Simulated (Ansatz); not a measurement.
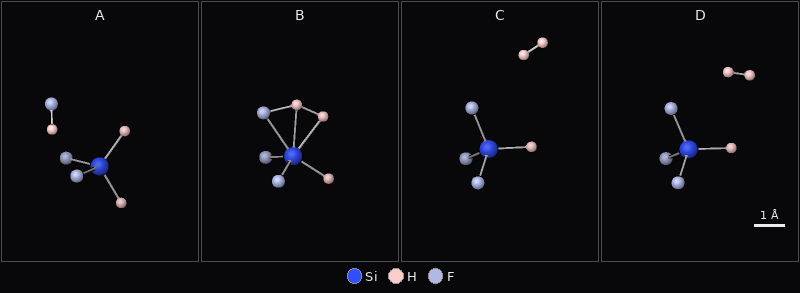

4 geometries from a converged minimum-energy path of SiH$_{3}$F$_{3}$, shuffled. A ball-and-stick model, seen from a free direction.

Computed with RKS PBE0/def2-SVP (Ansatz 0.2.0). Run with 5 movable images; climbing image; force threshold 0.05 eV/Å; iteration limit 60; starting path through a guess of the saddle point.

Q: Which frame is the top of the path?

A: B. In order along the path, whose images run from 0 to 6: A (image 0, 0.00 eV), B (image 3, +1.29 eV), D (image 5, −1.00 eV), C (image 6, −1.05 eV). Breaking: F–H (0.93 → 2.52 Å), H–Si (1.48 → 4.13 Å). Forming: H–H (2.95 → 0.76 Å), F–Si (3.06 → 1.60 Å).
